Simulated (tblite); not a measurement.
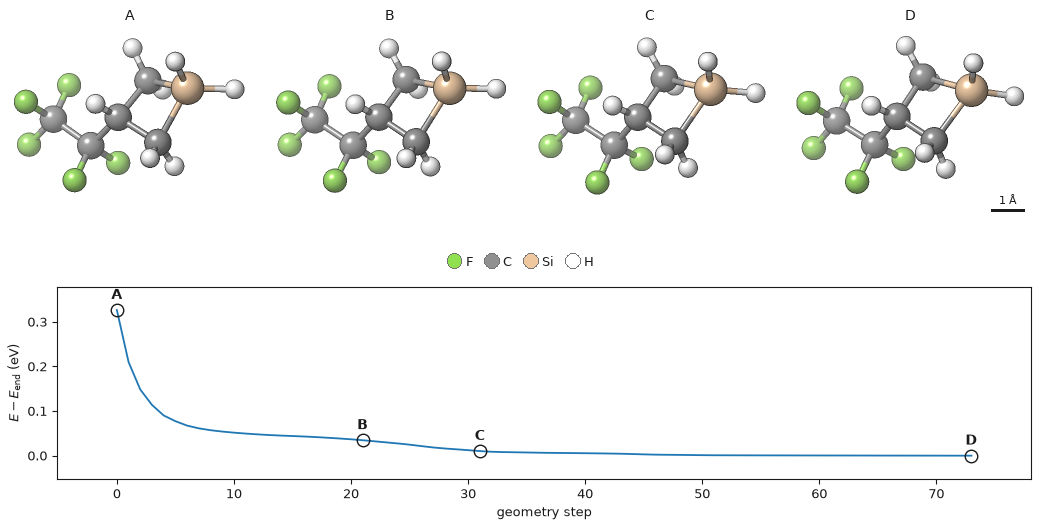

Frames of a relaxation of C5H7F5Si, marked on the history of the run. A ball-and-stick model, seen at a tilt.

These are results of GFN2-xTB geometry optimisation, gas phase (tblite), not measurements. 

### Describe the path.

The atom that moves furthest after the best rigid fit is an H atom (0.56 Å). By element the largest moves are H 0.56 Å, C 0.25 Å, F 0.20 Å, Si 0.18 Å. Near-neighbour distances that change, for instance: C–C 1.581 → 1.542 Å, C–Si 1.884 → 1.915 Å, H–Si 1.490 → 1.461 Å, C–F 1.360 → 1.338 Å. Bond angles that change, for instance: C–C–C 94.6° → 100.0°, Si–C–H 115.1° → 120.1°, C–C–F 111.2° → 106.8°. The energy falls by 0.327 eV in 73 geometry steps. Cost: 1.1 s on 1 thread of Arm Neoverse N1, with other jobs on the host. From step 0 to 21: an H atom moves most (0.20 Å), energy −0.292 eV. From step 21 to 31: an H atom moves most (0.25 Å), energy −0.024 eV. From step 31 to 73: an H atom moves most (0.20 Å), energy −0.010 eV.
